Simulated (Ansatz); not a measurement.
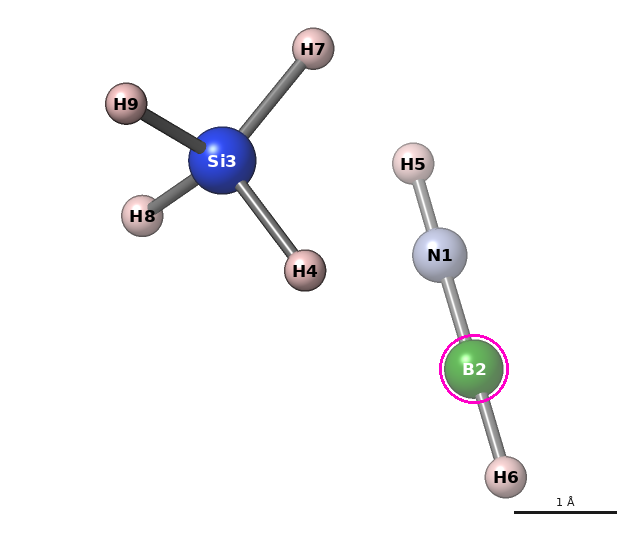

Orthographic view. Atoms fade into the background with distance from the viewer. The computed structure is the end point of a PBE-D4/def2-SVP optimisation. No frequency run is at hand to confirm it as a minimum.

Which atoms are bonded to the circled atom?

The circled atom is B2; it is bonded to N1, H6.

Which two atoms are farthest apart in space?

H6 and H9, 5.93 Å.

Of Si3 and H8, which is nearer the viewer?

Si3; the bond to H8 points away from the viewer, so it looks shorter than its 1.50 Å.
